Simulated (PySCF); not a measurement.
# C4H13NSSi2: what the fields show

```yaml
atoms:
  - { symbol: C, position_ang: [3.6186, -0.9384, 0.3857] }
  - { symbol: S, position_ang: [1.9484, -1.6114, 0.6195] }
  - { symbol: Si, position_ang: [0.7934, -0.1259, -0.4391] }
  - { symbol: N, position_ang: [0.6069, 1.2771, 0.5362] }
  - { symbol: C, position_ang: [-0.6111, 2.0545, 0.3934] }
  - { symbol: C, position_ang: [-1.8313, 1.1361, 0.4365] }
  - { symbol: Si, position_ang: [-1.4765, -0.3903, -0.6657] }
  - { symbol: C, position_ang: [-2.3638, -1.9319, -0.0060] }
  - { symbol: H, position_ang: [4.3151, -1.6879, 0.7463] }
  - { symbol: H, position_ang: [3.7920, -0.7478, -0.6690] }
  - { symbol: H, position_ang: [3.7291, -0.0241, 0.9606] }
  - { symbol: H, position_ang: [1.6200, 0.1233, -1.6363] }
  - { symbol: H, position_ang: [1.3829, 1.8153, 0.8885] }
  - { symbol: H, position_ang: [-0.6089, 2.6107, -0.5564] }
  - { symbol: H, position_ang: [-0.6563, 2.7860, 1.2058] }
  - { symbol: H, position_ang: [-2.7143, 1.6990, 0.1389] }
  - { symbol: H, position_ang: [-1.9856, 0.8129, 1.4667] }
  - { symbol: H, position_ang: [-1.9329, -0.0856, -2.0346] }
  - { symbol: H, position_ang: [-2.2015, -2.7808, -0.6620] }
  - { symbol: H, position_ang: [-3.4353, -1.7701, 0.0657] }
  - { symbol: H, position_ang: [-1.9977, -2.2038, 0.9797] }
```

Geometry: GFN2-xTB.

Computed with PySCF, PBE0/pcSseg-1, SCF density, gas phase, non-relativistic.

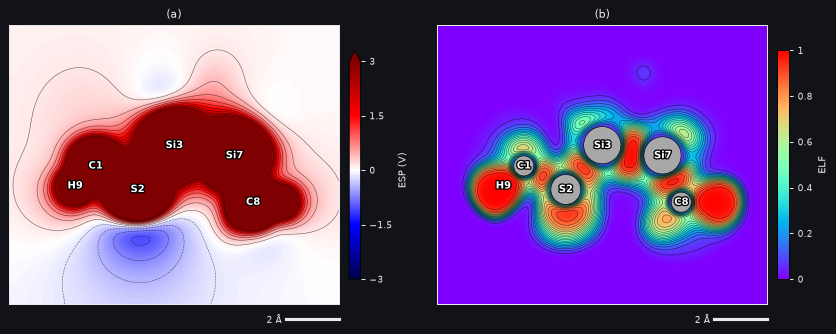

Figure 1. (a) molecular electrostatic potential; (b) electron localisation function on the plane of atoms Si3, Si7 and C8. Grey discs cover the atomic cores in the ELF map.

What does the map show?

- Atoms in the plane: C, S, Si and H.
- C–S (1.82 Å): the ELF peaks at about 0.90 between the atoms; a covalent bond.
- C–Si (1.90 Å): the ELF peaks at about 0.95 between the atoms: a covalent bond.
- Si–S (2.16 Å): the ELF peaks at about 0.95 between the atoms, as expected for a shared electron pair.
- Si–Si (2.30 Å): the ELF peaks at about 1 between the atoms (localised, covalent bonding).
- The ELF also peaks beside S2, away from the bonds: lone-pair regions.
- Outside the dense part of the molecule the potential is most negative (−1.0 V) near S2.

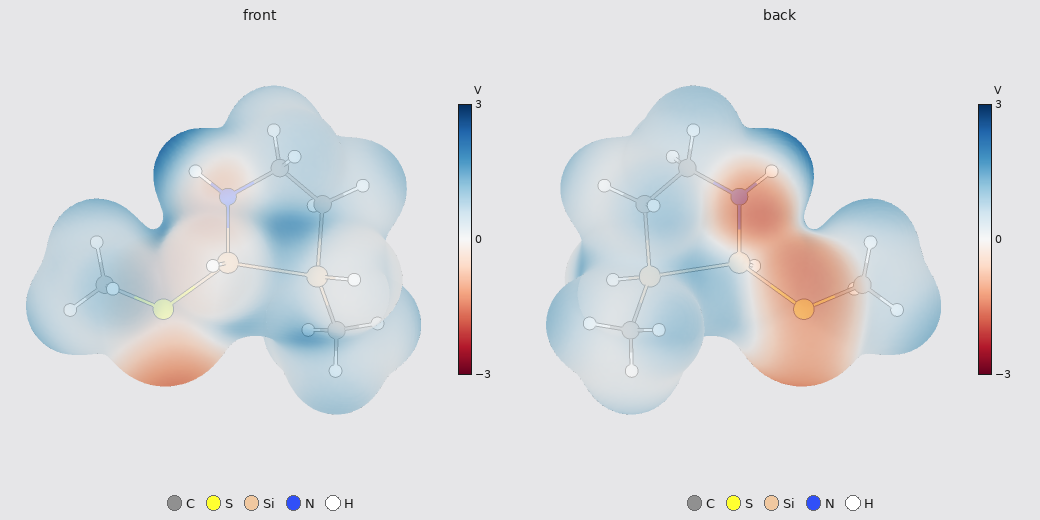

Figure 2. The electrostatic potential painted on the density surface at 0.004 e/bohr³, seen from the front and from behind; the colour scale runs from red (negative) to blue (positive).

Where is the surface potential most negative and most positive?

The most negative region (about −1.5 V, or −35 kcal/mol for a unit charge) lies over S2 and N4, the most positive (about +2.1 V, or +48 kcal/mol for a unit charge) over H13.

What dipole moment does the calculation give?

Its dipole moment is 1.74 D.
